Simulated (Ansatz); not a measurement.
The compound is RbRuF3 (cubic perovskite) (Pm-3m).

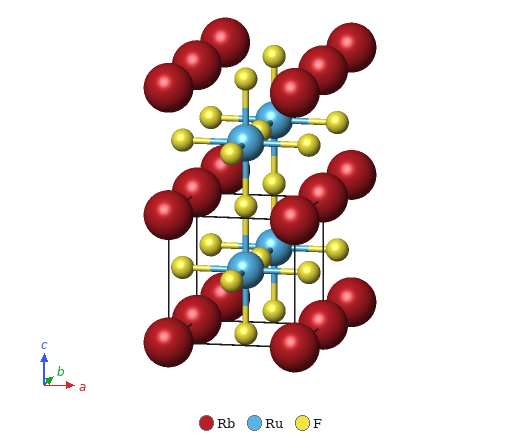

The structure (rubidium red, ruthenium blue, fluorine yellow). 1×2×2 cells are drawn. Some periodic images of atoms are drawn too.

The structure was built from a prototype and need not be the compound's stable phase.

```
Rb Ru F
1.0
     0.00000   -4.11262    0.00000
     0.00000    0.00000    4.11262
    -4.11262    0.00000    0.00000
Rb Ru F
1 1 3
Direct
  0.00000 0.00000 0.00000
  0.50000 0.50000 0.50000
  0.50000 0.50000 0.00000
  0.50000 0.00000 0.50000
  0.00000 0.50000 0.50000
```

The structure was relaxed with LDA. The structure type comes from a generator and need not be one that this composition takes. The structure was generated from a model, not taken from a measurement. The runs that relaxed it are not among those shown. The program's search for lower electronic states was switched off, so nothing shows that the state found is the lowest. PAW set soft_2, made with PBE.

A constrained-RPA run (Ansatz 0.2.0; non-magnetic LDA; Ru d + anion p, bands v12 to c2, 4×4×4 mesh, medium accuracy) builds 14 functions on bands 12 eV wide, with 24.0 electrons in the window. The bare on-site interaction is 16.4 eV and the bare J 0.63 eV.

**Question.** What U and J survive the screening?

On the Ru d shell, U = 7.68 eV (47 % of the bare value), U′ = 6.70 eV, J = 0.49 eV.

The parent state is non-magnetic and the interaction static (zero frequency); U depends on the window and the orbitals, so it belongs to this model alone. A window that holds the anion p bands defines a model with explicit ligands; its U belongs to that model and is not the U of DFT+U.

[Paths, hosts, dates, memory and timing lines, banners, echoed tables and standing remarks are left out of the program output.]

[Logs are printed without paths, hosts, clocks, repeated set-up lines and the standing remarks that a program may print on its own settings, such as how far it seeks lower states.]

[Runs of the session that timed out or met a known fault of the program may be left out.]

[Hosts, paths, dates, database ids (printed as entryN), source tags and the programs' standing remarks are cut or masked in the printed files.]
